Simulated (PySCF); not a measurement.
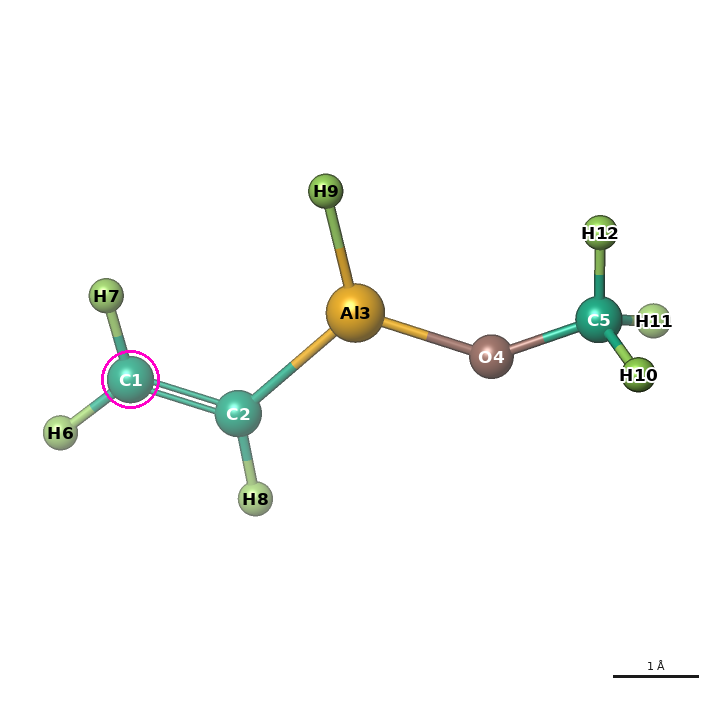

Orthographic view. Depth is shown by fading: the farther an atom, the more it takes the colour of the background. The computed structure is the end point of a PBE0-D3(BJ)/def2-SVP optimisation. No frequency run is at hand to confirm it as a minimum.

Name the neighbours of the circled atom.

The circled atom is C1; it is bonded to C2, H6, H7.

Of C5 and H11, which is nearer the viewer?

C5; the bond to H11 points away from the viewer, so it looks shorter than its 1.10 Å.

What is the shortest path along bonds from the circled atom to H12?

C1–C2–Al3–O4–C5–H12, 5 bonds; through space the two are 5.98 Å apart.
